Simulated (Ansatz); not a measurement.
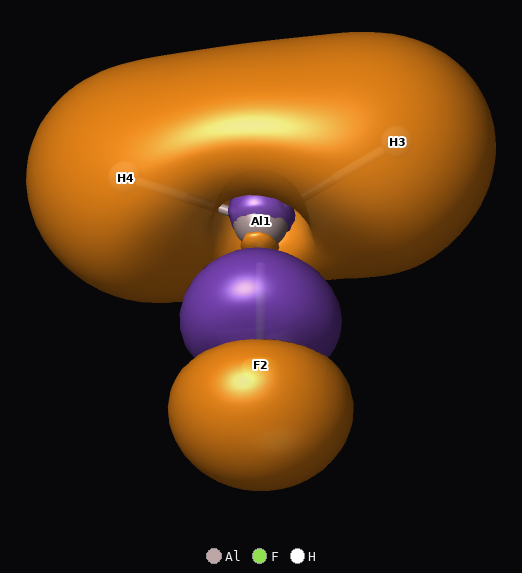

The picture shows: AlFH2. The HOMO−1 at ±0.08 Å⁻³ᐟ² (orange and purple are the two phases), seen at a tilt.

These are results of RKS PBE/def2-SVP in Ansatz, not measurements.

What is the character of this orbital?

Its weight (Hirshfeld) is mainly on Al1 (about 35 %), F2 (about 30 %), H3 (about 15 %) and H4 (about 15 %); it is symmetric in the molecular plane (an in-plane orbital: σ, lone-pair or in-plane π type). Its energy is −9.02 eV.
